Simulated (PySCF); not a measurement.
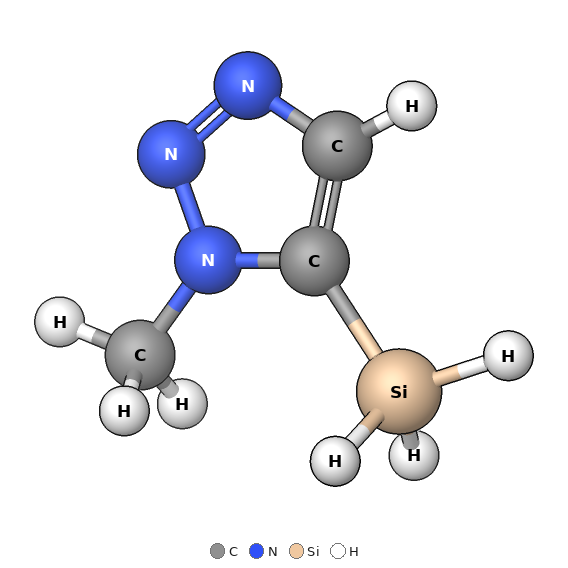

The geometry was computed by an optimisation with GFN2-xTB. No frequency run is at hand to confirm it as a minimum. Level of theory: PBE0/pcSseg-1, gas phase (PySCF 2.14.0).

**What is the dipole moment?**

4.37 D.

**Give the HOMO energy (Kohn–Sham orbital) at this level.**

−7.59 eV.

**Estimate the LUMO energy (Kohn–Sham orbital).**

−0.46 eV.

The geometry is semi-empirical. Around Si such bond lengths and angles can be off by a tenth of an ångström or more and by several degrees, and values that hang on the shape move with them.
